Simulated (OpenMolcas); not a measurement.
**Run report: BClF (charge +1), single-point calculation (part 2 of 2)**

Continued. System: BClF, charge +1. Method: CASPT2/ANO-RCC-VDZ, DKH2 (OpenMolcas 26.06). The geometry is that of the parent species in another charge or spin state. The geometry comes from this level: GFN2-xTB.

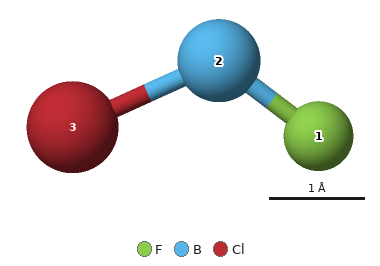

Fig. 1: The structure (ball-and-stick view, seen on its broad side; atoms are numbered from 1 in the order of the input).

**Output, continued**
```
      ************************************************************************************************************************
      *                                                    Final results                                                     *
      ************************************************************************************************************************

++    Final optimization conditions:
      ------------------------------

      Average CI energy                            -584.79140998
      RASSCF energy for state  1                   -584.79140998
      Super-CI energy                                -0.00000000
      RASSCF energy change                           -0.00000000
      Max change in MO coefficients              -1.320E-04
      Max non-diagonal density matrix element    -1.726E-04
      Maximum BLB matrix element                 -1.549E-05
      (orbital pair  14,  25 in symmetry   1)
      Norm of electronic gradient            3.051E-05
--

      Final state energy(ies):
      ------------------------

::    RASSCF root number  1 Total energy:   -584.79140998
      Von Neumann Entropy (Root   1) =  0.17022

      Mulliken population analysis for root number:  1
      -----------------------------------------------

++    Molecular charges:
      ------------------

      Mulliken charges per centre
      ---------------------------

                F1      B2      CL3
      Total    9.2698  4.0310 16.6992

      N-E     -0.2698  0.9690  0.3008

      Total electronic charge=   30.000000

      Total            charge=    1.000000
--

      Expectation values of various properties for root number:  1
      -----------------------------------------------------------

++    Molecular properties:
      ---------------------

      Charge (e):
                      =    1.0000
      Dipole Moment (debye):
      Origin of the operator (angstrom)=    0.0150   -0.3748   -0.0316
                   X= -2.7966E+00               Y=  1.3356E+00               Z= -1.3641E+00           Total=  3.3861E+00
      Center of Charge (angstrom)
                     X=   -0.56725424               Y=   -0.09668701               Z=   -0.31557945
      Quadrupole Moment (debye*angstrom):
      Origin of the operator (angstrom)=    0.0150   -0.3748   -0.0316
                  XX= -1.9103E+01              XY= -3.6880E+00              XZ= -3.4390E-02              YY= -1.7156E+01
                  YZ= -1.7091E+00              ZZ= -1.9964E+01
      In traceless form (debye*angstrom)
                  XX= -5.4378E-01              XY= -5.5319E+00              XZ= -5.1585E-02              YY=  2.3781E+00
                  YZ= -2.5637E+00              ZZ= -1.8343E+00
--

      LoProp population analysis for root number:  1
      -----------------------------------------------

++    LoProp analysis:
      ----------------

++    Static properties:
      ------------------

      LoProp Charges per center

                   F1       B2       CL3
      Nuclear      9.0000   5.0000  17.0000
      Electronic  -9.1706  -4.1848 -16.6446

      Total       -0.1706   0.8152   0.3554
--

      Natural Bond Order analysis for root number:  1

++    Natural Bond Order analysis
      ---------------------------
      Based on LoProp computed density
      -------------------------------------------------------------------------------------
      Atom A       Atom B       Bond Order
      -------------------------------------------------------------------------------------
      NBO located      1.000 non-bonded electrons on atom F1
      NBO located      0.995 non-bonded electrons on atom B2
      NBO located      0.930 non-bonded electrons on atom CL3
      NBO located      0.982 non-bonded electrons on atom CL3
      NBO located      0.998 non-bonded electrons on atom CL3
      NBO located      1.000 non-bonded electrons on atom CL3
      NBO located      1.000 non-bonded electrons on atom CL3
      NBO located      1.000 non-bonded electrons on atom CL3
      NBO located      1.000 non-bonded electrons on atom CL3
      The remaining    6.627 electrons are to be considered as diffuse
--

--

      Average orbitals are written to the RASORB file
      Natural orbitals for root   1 are written to the RASORB.1 file
      Spin density orbitals for root   1 are written to the SPDORB.1 file

--- Stop Module: rasscf /rc=_RC_ALL_IS_WELL_ ---

--- Start Module: caspt2 ---

                                              &CASPT2

                       available to each process: 1.9 GB of memory, 1 thread

++    Wave function specifications:
      -----------------------------

      Number of closed shell electrons          14
      Number of electrons in active shells       2
      Max number of holes in RAS1 space          0
      Max number of electrons in RAS3 space      0
      Number of inactive orbitals                7
      Number of active orbitals                  3
      Number of secondary orbitals              14
      Spin quantum number                      0.0
      State symmetry                             1
      Number of CSFs                             6
      Number of CASSCF root(s) available         1
      CASPT2 state passed to geometry opt.       1
      A file JOBMIX will be created
      This is a CASSCF or RASSCF reference function
--

++    Orbital specifications:
      -----------------------

      Symmetry species                           1
                                                 a
      Frozen orbitals                            7
      Inactive orbitals                          7
      Active orbitals                            3
      Secondary orbitals                        14
      Deleted orbitals                           0
      Number of basis functions                 31
--

++    CASPT2 specifications:
      ----------------------

      Type of calculation                        SS-CASPT2
      Fock operator                              state-specific
      IPEA shift                                 0.25
      Real shift                                 0.00
      Imaginary shift                            0.20
      The input orbitals will be transformed to quasi-canonical
--

--------------------------------------------------------------------------------
 Estimated memory requirements:
  POLY3 :                   250202
  RHS:                      258184
  SIGMA :                   258820
  PRPCTL:                        0
 Available workspace:    232490677

++ CASPT2 computation for group   1

********************************************************************************
 Multi-State initialization phase begins for group   1
--------------------------------------------------------------------------------
********************************************************************************
 Compute H0 matrices for state    1
--------------------------------------------------------------------------------
--------------------------------------------------------------------------------
 H0 matrices have been computed.

********************************************************************************
  CASPT2 EQUATION SOLUTION
--------------------------------------------------------------------------------

  Total nr of CASPT2 parameters:
   Before reduction:       14490
   After  reduction:       12341

 Variance of |WF0>:       0.6027635777

 The contributions to the second order correlation energy in atomic units.
-----------------------------------------------------------------------------------------------------------------------------
  IT.      VJTU        VJTI        ATVX        AIVX        VJAI        BVAT        BJAT        BJAI        TOTAL       RNORM
-----------------------------------------------------------------------------------------------------------------------------
   1    -0.007228   -0.004875    0.000000   -0.012650   -0.029435   -0.001049   -0.006091   -0.132887   -0.194215    0.011271
   2    -0.007506   -0.005012    0.000000   -0.012922   -0.029876   -0.001083   -0.006109   -0.133314   -0.195822    0.002029
   3    -0.007530   -0.005017    0.000000   -0.012948   -0.029852   -0.001085   -0.006111   -0.133295   -0.195839    0.000472
   4    -0.007527   -0.005014    0.000000   -0.012943   -0.029837   -0.001085   -0.006109   -0.133279   -0.195793    0.000095
   5    -0.007527   -0.005013    0.000000   -0.012943   -0.029837   -0.001085   -0.006109   -0.133279   -0.195793    0.000021
   6    -0.007526   -0.005014    0.000000   -0.012943   -0.029838   -0.001085   -0.006109   -0.133280   -0.195794    0.000003
-----------------------------------------------------------------------------------------------------------------------------

  FINAL CASPT2 RESULT:

      Reference energy:        -584.7914099799
      E2 (Non-variational):      -0.1957944007
      Shift correction:          -0.0012666602
      E2 (Variational):          -0.1970610609
      Total energy:            -584.9884710408
      Residual norm:              0.0000005631
      Reference weight:           0.93100

      Contributions to the CASPT2 correlation energy
      Active & Virtual Only:         -0.0010849503
      One Inactive Excited:          -0.0265783958
      Two Inactive Excited:          -0.1681310546

++ Denominators, etc.
--------------------------------------------------------------------------------------------------------------
 Report on small energy denominators, large coefficients, and large energy contributions.
CASE  SYMM ACTIVE-MIX  NON-ACTIVE INDICES          DENOMINATOR     RHS VALUE       COEFFICIENT     CONTRIBUTION
VJTU     1  Mu1.0004  In1.014                       1.38429834     -0.06981969      0.04897543     -0.00341945
VJTU     1  Mu1.0006  In1.014                       1.43880459      0.06283726     -0.04300076     -0.00270205
VJTIP    1  Mu1.0003  In1.012 In1.012               1.66188345      0.04638354     -0.02931710     -0.00135983
VJTIP    1  Mu1.0003  In1.014 In1.014               1.25118663      0.04410683     -0.03460835     -0.00152646
AIVX     1  Mu1.0002  In1.013 Se1.019               1.57706441     -0.04587492      0.02841080     -0.00130334
VJAIP    1  Mu1.0002  Se1.026 In1.012 In1.010       2.34108974      0.05960624     -0.02617977     -0.00156048
VJAIP    1  Mu1.0002  Se1.028 In1.012 In1.012       2.46446011     -0.06427999      0.02807781     -0.00180484
VJAIM    1  Mu1.0002  Se1.026 In1.012 In1.010       2.34108974     -0.08773394      0.03843034     -0.00337165
VJAIM    1  Mu1.0002  Se1.018 In1.012 In1.011       1.76646582     -0.04882073      0.02980541     -0.00145512
BJAIP    1  Se1.026 In1.010 Se1.026 In1.010         3.02144560      0.11213776     -0.03721594     -0.00417331
BJAIP    1  Se1.026 In1.010 Se1.028 In1.012         3.14481598     -0.07806240      0.02511325     -0.00196040
BJAIP    1  Se1.028 In1.011 Se1.029 In1.012         3.36545231     -0.08627234      0.02564582     -0.00221253
BJAIP    1  Se1.028 In1.012 Se1.028 In1.012         3.26818635      0.11831762     -0.03646279     -0.00431419
BJAIM    1  Se1.018 In1.010 Se1.025 In1.011         2.44682169     -0.07475741      0.03147857     -0.00235326
BJAIM    1  Se1.026 In1.010 Se1.028 In1.011         3.24208193      0.08112507     -0.02504186     -0.00203152
BJAIM    1  Se1.027 In1.010 Se1.028 In1.011         3.40716410      0.09236312     -0.02700917     -0.00249465
BJAIM    1  Se1.026 In1.010 Se1.027 In1.012         3.14481598     -0.10881234      0.03501811     -0.00381040
BJAIM    1  Se1.027 In1.010 Se1.027 In1.012         3.30989815     -0.10044101      0.03036085     -0.00304947
BJAIM    1  Se1.028 In1.011 Se1.028 In1.012         3.36545231      0.11508423     -0.03422705     -0.00393899
--

   (Skipping property calculation,
    use PROP keyword to activate)
--

  Total CASPT2 energies:
::    CASPT2 Root  1     Total energy:   -584.98847104

  A NEW JOBIPH FILE NAMED 'JOBMIX' IS PREPARED.
********************************************************************************
--- Stop Module: caspt2 /rc=_RC_ALL_IS_WELL_ ---

.##################.
.# Happy landing! #.
.##################.

    Timing: Wall=1.44 User=1.15 System=0.18
```

This output came from the following input.

**Input**
```
* BClF CASPT2
>>> EXPORT MOLCAS_PRINT=2
&GATEWAY
Coord
3
angstrom
F        0.525930       1.064250       0.395700
B       -0.391190       0.306940      -0.178100
Cl      -0.134740      -1.371190      -0.217610
Basis
ANO-RCC-VDZ
Group
NoSym
RICD
&SEWARD
&RASSCF
FileOrb
$CurrDir/step2.RasOrb
Spin
1
Nactel
2 0 0
Inactive
14
Ras2
3
OrbListing
Nothing
OrbAppear
Compact
&CASPT2
Imaginary
0.2
```

Launch command:
```bash
export MOLCAS_MEM=1860
pymolcas step4.inp > step4.log
```

**Summary**

| quantity | value |
| --- | --- |
| outcome | converged |
| total energy | −584.988471 hartree |
| CASSCF energy | −584.791410 hartree |
| basis functions | 31 |
| hardware | 1 thread of AMD EPYC (Zen 5), 16 GiB of memory available, shared host |
| wall time | 1.6 s |
| peak memory | 0.077 GiB |
